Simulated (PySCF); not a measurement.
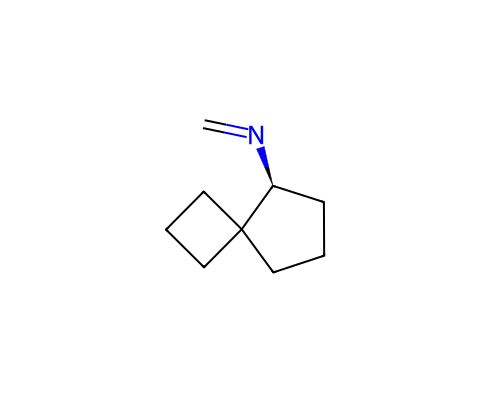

2D structure.

**Transcribe the drawing into SMILES.**

C=N[C@H]1CCCC12CCC2

**Give the formula, hydrogens included.**

C9H15N.

**An optimisation with GFN2-xTB gave a structure of which point group?**

C1.

More results for the same structure follow; atom numbers are the same in all pictures, views and colours differ. Computed geometry: GFN2-xTB optimisation. No frequency run is at hand to confirm it as a minimum.

### Charges

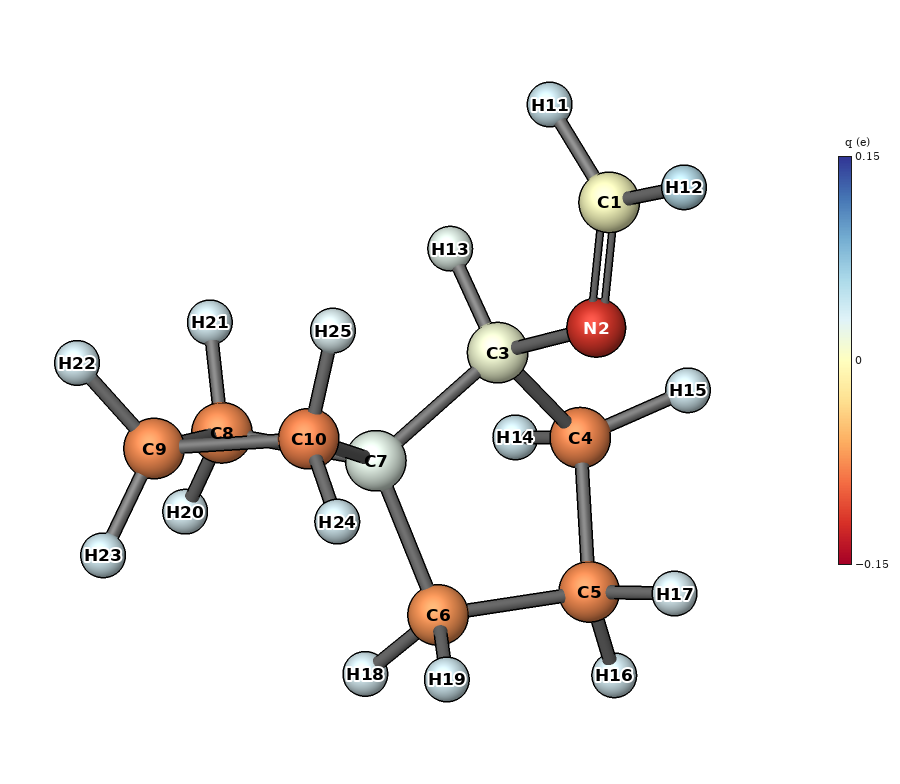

Atoms are coloured by their Hirshfeld charges. No frequency run is at hand to confirm it as a minimum. Method: PBE0/pcSseg-1, gas phase (PySCF 2.14.0).

**Which atom carries the highest charge (most positive or least negative)?**

H12 (0.05 e).

**And the lowest?**

N2 (−0.12 e).

List the Hirshfeld charges.

| atom | value (e) |
| --- | --- |
| C1 | 0.00 |
| N2 | −0.12 |
| C3 | 0.01 |
| C4 | −0.08 |
| C5 | −0.07 |
| C6 | −0.07 |
| C7 | 0.02 |
| C8 | −0.07 |
| C9 | −0.07 |
| C10 | −0.08 |
| H11 | 0.04 |
| H12 | 0.05 |
| H13 | 0.02 |
| H14 | 0.04 |
| H15 | 0.04 |
| H16 | 0.04 |
| H17 | 0.03 |
| H18 | 0.03 |
| H19 | 0.04 |
| H20 | 0.03 |
| H21 | 0.03 |
| H22 | 0.03 |
| H23 | 0.04 |
| H24 | 0.04 |
| H25 | 0.03 |

### Electronic properties

No frequency run is at hand to confirm it as a minimum. Method: PBE0/pcSseg-1, gas phase (PySCF 2.14.0).

What does the calculation give?

- dipole moment: 1.16 D
- HOMO energy (Kohn–Sham orbital): −7.12 eV
- LUMO energy (Kohn–Sham orbital): −0.15 eV
- HOMO–LUMO gap: 6.97 eV

### NMR shielding

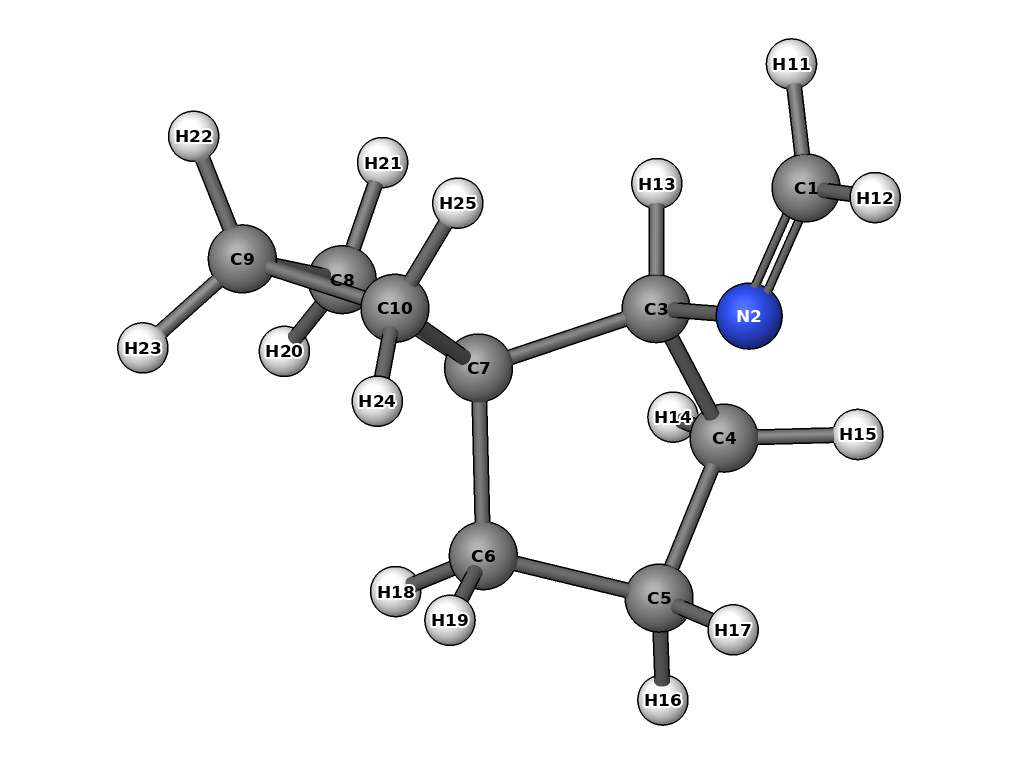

The questions are on isotropic NMR shieldings of the C atoms. No frequency run is at hand to confirm it as a minimum. Method: GIAO PBE0/pcSseg-1 NMR shielding, non-relativistic, gas phase (PySCF 2.14.0).

**Which C atom is the most shielded (lowest chemical shift)?**

C9 (171.2 ppm).

**Which C atom is the least shielded (highest chemical shift)?**

C1 (34.5 ppm).

**How wide is the range of C shifts?**

136.7 ppm.

Give the isotropic NMR shieldings of the C atoms atom by atom.

```csv
atom,σ (ppm)
C1,34.5
C3,96.0
C4,147.9
C5,157.7
C6,140.4
C7,138.9
C8,147.3
C9,171.2
C10,154.9
```
